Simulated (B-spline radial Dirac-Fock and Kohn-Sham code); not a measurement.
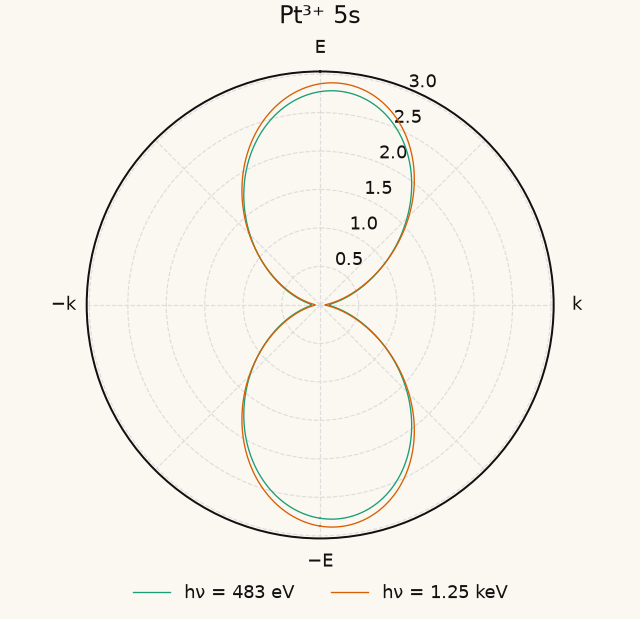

Angular distribution of photoelectrons from O1 (5s) in the plane of the polarisation E (up) and the photon direction k (right), relative to an isotropic one. Species: Pt³⁺. Computed with a radial B-spline solver: a Dirac–Hartree–Slater potential; 1 + βP₂(cos θ) + (δ + γ cos²θ) sin θ cos φ with E1 and E1–E2 terms. Open shells are averaged over j.

Question: Is the pattern at 1.25 keV symmetric between forward and backward?

Answer: No: 45° forward of E it is 1.2 times the value 45° backward, from the non-dipole terms.

Question: What are β, γ and δ at 1.25 keV?

Answer: β = 1.874, γ = 0.461, δ = 0.000.
